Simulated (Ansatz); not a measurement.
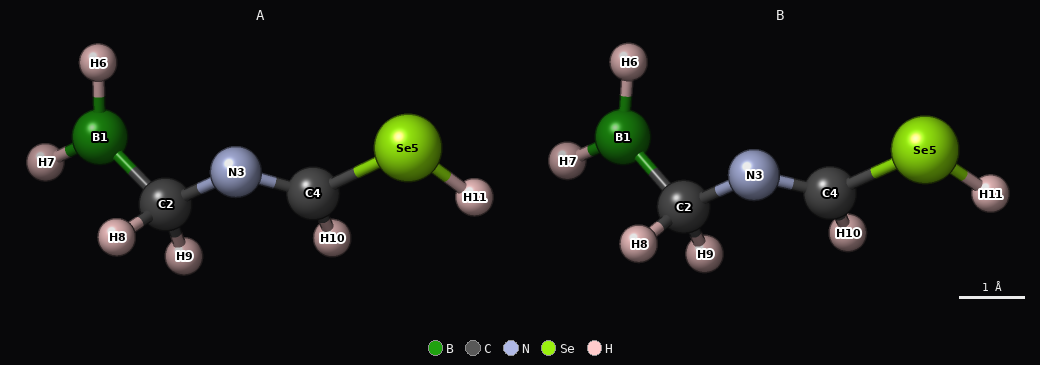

Two geometries of C2H6BNSe, drawn at one scale. One is the start of a relaxation, the other its converged end. Style: ball-and-stick. Shown at a tilt.

Computed with RKS PBE0-D4/def2-TZVP in Ansatz. (force threshold 0.005 eV/Å; at most 150 steps)

Question: Which geometry has the lower energy?

Answer: Structure B is the relaxed one. The start comes from PBE-D4/def2-SVP. The atom that moves furthest after the best rigid fit is H6 (0.20 Å). By element the largest moves are H 0.20 Å, N 0.08 Å, C 0.07 Å, Se 0.05 Å, B 0.05 Å. Among the contacts that change: C2–H8 1.133 → 1.107 Å, B1–H6 1.215 → 1.194 Å, B1–H7 1.218 → 1.197 Å, C4–H10 1.119 → 1.098 Å. Among the angles between lasting bonds that change: B1–C2–H8 95.0° → 102.0°, B1–C2–H9 113.7° → 110.9°. Over 9 accepted moves (10 points after the start) the energy falls by 0.059 eV. Largest force component: 1 eV/Å at the start, 0.0045 eV/Å at the end. The line search rejected the trial step at point 9 of the run. Cost: 48 s on 4 threads of Arm Neoverse V1, on a shared host.
